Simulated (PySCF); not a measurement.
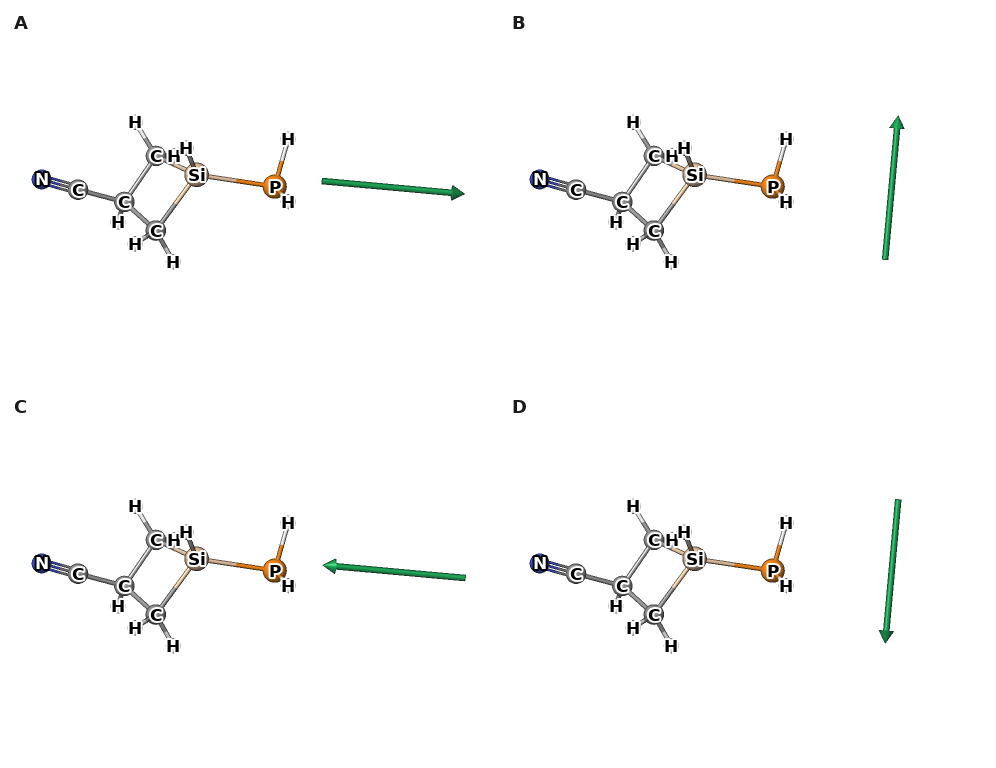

The same molecule four times, each with an arrow. The computed structure is the end point of a GFN2-xTB optimisation. No frequency run is at hand to confirm it as a minimum. Properties computed with PBE0/pcSseg-1, gas phase (PySCF 2.14.0).

Which arrow points along the dipole moment, from the negative to the positive end?

Answer. A. The dipole moment is 3.87 D.

The geometry is semi-empirical. Around P, Si such bond lengths and angles can be off by a tenth of an ångström or more and by several degrees, and values that hang on the shape move with them.
